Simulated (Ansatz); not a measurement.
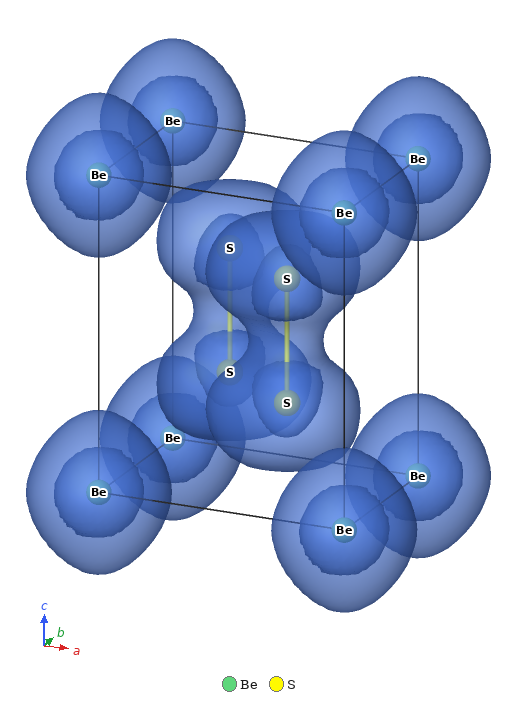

*BeS4. Isosurface of the electron localisation function at 0.7 (blue), seen slightly off an axis. Only the valence region is drawn (cores and ρ < 0.01 e/Å³ removed). Sticks mark near contacts.*

Space group P6/mmm; a structure generated by program, which may or may not match a known phase.

Theory: DFT PBE, scalar-relativistic, plane waves, PAW (Ansatz).

In a PAW calculation such maps are meaningful between the atoms, not at the nuclei.

Where are the electrons localised?

Answer. At this value the surface marks out two regions between bonded S–S atoms and one region wrapped around Be (its valence shell), counted in one cell of 5 atoms. Regions shared between cells count once. Profiles from the grid: S–S (1.92 Å): the ELF peaks at about 0.80 between the atoms. Be–S (3.30 Å): the ELF is about 0.20 at the midpoint: no shared electron pair shows on this line.
